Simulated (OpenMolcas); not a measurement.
# triplet SnSiH6O: levels of theory compared

We compute a comparison of 6 runs (UHF/STO-3G, U-r2SCAN/def2-SVP, UBHLYP/def2-SVP, UM06-2X/def2-SVP, UM06-L/def2-SVP, UTPSS/def2-SVP) of triplet SnSiH6O. 

The results are computed with OpenMolcas 26.06.

## Step 1: Starting point

The species is SnSiH6O (9 atoms), meant as a triplet with charge 0. As SMILES of the parent species, `[SiH3][O][SnH3]`. Geometry: relaxed at PBE0-D4/def2-TZVP. That shape belongs to the parent species and isn't relaxed for this state.

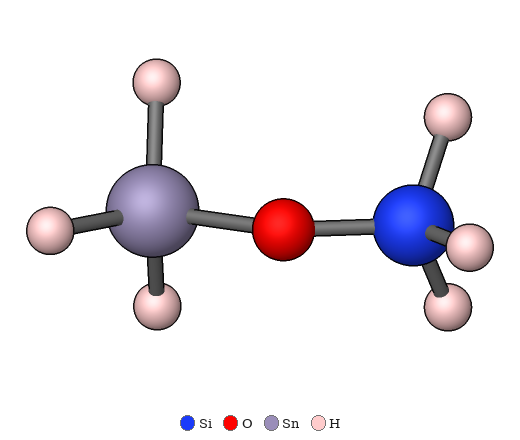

Viewed from a chosen angle; silicon blue, oxygen red, tin purple, hydrogen pink.

## Step 2: The energy at UHF/STO-3G (run 1)

run.input

```
>>> EXPORT MOLCAS_PRINT=2
&GATEWAY
BasLib=$CurrDir
Coord
9
angstrom
Si      -0.707500       1.106300      -0.961800
O        0.549600       0.232700      -0.411000
Sn       0.837100      -1.145700       0.956400
H       -1.786000       0.228100      -1.502000
H       -0.233000       2.004100      -2.046400
H       -1.309600       1.937400       0.121200
H        2.493700      -1.499800       0.829900
H       -0.166000      -2.460900       0.544700
H        0.410100      -0.448400       2.452000
Basis=STO-3G
Group=NoSym
&SEWARD
&SCF
UHF
Spin=3
Thresholds=1e-10 1e-07 1e-07 1e-05
PrOrbitals=1 2
```

The basis set STO-3G is read from a file made from the Basis Set Exchange's data (not shown).

On the command line:

```
export MOLCAS_MEM=1860
pymolcas run.input > run.log
```

Log:

```text
--- Start Module: gateway ---
[...]
--- Stop Module: gateway /rc=_RC_ALL_IS_WELL_ ---
--- Start Module: seward ---
[...]
      Basis functions           47
--- Stop Module: seward /rc=_RC_ALL_IS_WELL_ ---
[...]
--- Start Module: scf ---
[...]
       Convergence after  37 Iterations
[...]
::    Total SCF energy                              -6326.0414635295
[...]
      Total spin, S                                     1.0023131768
[...]
      Total electronic charge=   78.000000
      Total            charge=   -0.000000
[...]
      Dipole Moment (debye):
      Origin of the operator (angstrom)=    0.5224   -0.6058    0.4802
                   X= -8.1355E-01               Y=  1.4080E+00               Z= -1.2435E+00           Total=  2.0471E+00
      Quadrupole Moment (debye*angstrom):
[...]
--- Stop Module: scf /rc=_RC_ALL_IS_WELL_ ---
[...]
```

It took 5.4 s on 1 thread of Intel Xeon Platinum 8259CL at 2.50GHz (Skylake/Cascade Lake), shared host; peak memory 0.38 GiB.

## Step 3: The energy at U-r2SCAN/def2-SVP (core potential) (run 2)

struct.xyz

```xyz
9

Si    -0.707500     1.106300    -0.961800
O      0.549600     0.232700    -0.411000
Sn     0.837100    -1.145700     0.956400
H     -1.786000     0.228100    -1.502000
H     -0.233000     2.004100    -2.046400
H     -1.309600     1.937400     0.121200
H      2.493700    -1.499800     0.829900
H     -0.166000    -2.460900     0.544700
H      0.410100    -0.448400     2.452000
```

test.input

```
&GATEWAY
  BASLIB=$CurrDir
  COORD=struct.xyz
  BASIS=def2-SVP
  GROUP=NoSym

&SEWARD
  GRIDINPUT
  Grid=UltraFine
  End of Grid

&SCF
  UHF
  SPIN=3
  KSDFT=2
  1.0 MGGA_X_R2SCAN
  1.0 MGGA_C_R2SCAN
  THRESHOLDS=1e-10 1e-07 1e-07 1e-05
  PRORBITALS=1 2
```

The basis set def2-SVP is read from a file made from the Basis Set Exchange's data (not shown).

On the command line:

```
export MOLCAS_MEM=1860
pymolcas test.input > test.log
```

Log:

```text
--- Start Module: gateway ---
[...]
--- Stop Module: gateway /rc=_RC_ALL_IS_WELL_ ---
--- Start Module: seward ---
[...]
      Basis functions           88
--- Stop Module: seward /rc=_RC_ALL_IS_WELL_ ---
[...]
--- Start Module: scf ---
[...]
       Convergence after  31 Iterations
[...]
::    Total KS-DFT energy                            -582.2764235145
[...]
      Total spin, S                                     1.0027076097
[...]
      Total electronic charge=   50.000000
      Total            charge=   -0.000000
[...]
      Dipole Moment (debye):
      Origin of the operator (angstrom)=    0.5224   -0.6058    0.4802
                   X= -1.3097E+00               Y=  7.4918E-01               Z= -3.9708E-01           Total=  1.5602E+00
      Quadrupole Moment (debye*angstrom):
[...]
--- Stop Module: scf /rc=_RC_ALL_IS_WELL_ ---
[...]
```

It took 2.3 min on 1 thread of Intel Xeon Platinum 8259CL at 2.50GHz (Skylake/Cascade Lake), shared host; peak memory 0.48 GiB.

Run 3 isn't shown in full; the table further down has it.

## Step 4: The energy at UM06-2X/def2-SVP (core potential) (run 4)

job.input

```
&GATEWAY
  BASLIB=$CurrDir
  BASISSET
  Si.def2-SVP....
  Si1 -0.707500 1.106300 -0.961800 angstrom
  End of Basis
  BASISSET
  O.def2-SVP....
  O2 0.549600 0.232700 -0.411000 angstrom
  End of Basis
  BASISSET
  Sn.def2-SVP....
  Sn3 0.837100 -1.145700 0.956400 angstrom
  End of Basis
  BASISSET
  H.def2-SVP....
  H4 -1.786000 0.228100 -1.502000 angstrom
  H5 -0.233000 2.004100 -2.046400 angstrom
  H6 -1.309600 1.937400 0.121200 angstrom
  H7 2.493700 -1.499800 0.829900 angstrom
  H8 -0.166000 -2.460900 0.544700 angstrom
  H9 0.410100 -0.448400 2.452000 angstrom
  End of Basis

&SEWARD
  GRIDINPUT
  Grid=UltraFine
  End of Grid

&SCF
  UHF
  SPIN=3
  KSDFT=M062X
  THRESHOLDS=1e-10 1e-07 1e-07 1e-05
  PRORBITALS=1
```

The basis set def2-SVP is read from a file made from the Basis Set Exchange's data (not shown).

On the command line:

```
export MOLCAS_MEM=1860
pymolcas job.input > job.log
```

Log:

```text
--- Start Module: gateway ---
[...]
--- Stop Module: gateway /rc=_RC_ALL_IS_WELL_ ---
--- Start Module: seward ---
[...]
      Basis functions           88
--- Stop Module: seward /rc=_RC_ALL_IS_WELL_ ---
[...]
--- Start Module: scf ---
[...]
       Convergence after  30 Iterations
[...]
::    Total KS-DFT energy                            -582.1167558284
[...]
      Total spin, S                                     1.0032618260
[...]
      Total electronic charge=   50.000000
      Total            charge=   -0.000000
[...]
      Dipole Moment (debye):
      Origin of the operator (angstrom)=    0.5224   -0.6058    0.4802
                   X= -1.3526E+00               Y=  1.3355E+00               Z= -1.0048E+00           Total=  2.1501E+00
      Quadrupole Moment (debye*angstrom):
[...]
--- Stop Module: scf /rc=_RC_ALL_IS_WELL_ ---
[...]
```

Wall time 2.2 min (1 thread of Intel Xeon Platinum 8259CL at 2.50GHz (Skylake/Cascade Lake), shared host); peak memory 0.48 GiB.

Run 5 isn't shown in full; the table further down has it.

## Step 5: The energy at UTPSS/def2-SVP (core potential) (run 6)

mol.input

```
>>> EXPORT MOLCAS_PRINT=2
&GATEWAY
BASLIB=$CurrDir
COORD
9
angstrom
Si      -0.707500       1.106300      -0.961800
O        0.549600       0.232700      -0.411000
Sn       0.837100      -1.145700       0.956400
H       -1.786000       0.228100      -1.502000
H       -0.233000       2.004100      -2.046400
H       -1.309600       1.937400       0.121200
H        2.493700      -1.499800       0.829900
H       -0.166000      -2.460900       0.544700
H        0.410100      -0.448400       2.452000
BASIS=def2-SVP
GROUP=NoSym
&SEWARD
GRIDINPUT
Grid=UltraFine
End of Grid
&SCF
UHF
SPIN=3
KSDFT=2
1.0 MGGA_X_TPSS
1.0 MGGA_C_TPSS
THRESHOLDS=1e-10 1e-07 1e-07 1e-05
PRORBITALS=1 1
```

The basis set def2-SVP is read from a file made from the Basis Set Exchange's data (not shown).

On the command line:

```
export MOLCAS_MEM=1860
pymolcas mol.input > mol.log
```

Log:

```text
--- Start Module: gateway ---
[...]
--- Stop Module: gateway /rc=_RC_ALL_IS_WELL_ ---
--- Start Module: seward ---
[...]
      Basis functions           88
--- Stop Module: seward /rc=_RC_ALL_IS_WELL_ ---
[...]
--- Start Module: scf ---
[...]
       Convergence after  28 Iterations
[...]
::    Total KS-DFT energy                            -582.2267407717
[...]
      Total spin, S                                     1.0017066781
[...]
      Total electronic charge=   50.000000
      Total            charge=   -0.000000
[...]
      Dipole Moment (debye):
      Origin of the operator (angstrom)=    0.5224   -0.6058    0.4802
                   X= -1.1947E+00               Y=  5.4852E-01               Z= -2.1950E-01           Total=  1.3328E+00
      Quadrupole Moment (debye*angstrom):
[...]
--- Stop Module: scf /rc=_RC_ALL_IS_WELL_ ---
[...]
```

Run time: 2.3 min. Hardware: 1 thread of Intel Xeon Platinum 8259CL at 2.50GHz (Skylake/Cascade Lake), shared host; peak memory 0.48 GiB.

## Step 6: The series

```
run                               level  integration grid   energy (Eh)  dipole moment (D)  HOMO energy (eV)   ⟨S²⟩  wall time
  1                          UHF/STO-3G                 –  -6326.041464               2.05              0.55  2.007      5.4 s
  2  U-r2SCAN/def2-SVP (core potential)         UltraFine   -582.276424               1.56             -1.96  2.008    2.3 min
  3    UBHLYP/def2-SVP (core potential)         UltraFine   -582.137056               2.11             -3.04  2.011       81 s
  4   UM06-2X/def2-SVP (core potential)         UltraFine   -582.116756               2.15             -3.32  2.010    2.2 min
  5    UM06-L/def2-SVP (core potential)         UltraFine   -582.407917               1.15             -1.67  2.006    2.2 min
  6     UTPSS/def2-SVP (core potential)         UltraFine   -582.226741               1.33             -1.82  2.005    2.3 min
```

## Step 7: Outcome

| quantity | value |
| --- | --- |
| run 6: total energy | -582.22674 Eh |
| run 6: dipole moment | 1.33 D |
| run 6: HOMO energy (highest over α and β) | -1.82 eV |
| run 6: ⟨S²⟩ | 2.005 |

In words: The dipole moment (its size) runs from 1.15 D (UM06-L/def2-SVP) to 2.15 D (UM06-2X/def2-SVP). Totals of different functionals can't be ranked against each other. Some runs of one species differ in core potentials or relativity; totals across that change don't compare. In run 1 the basis is minimal, so the values are rough. In run 1 relativity is left out where basis or elements ask for it. All runs together took 10 min, the longest 2.3 min.
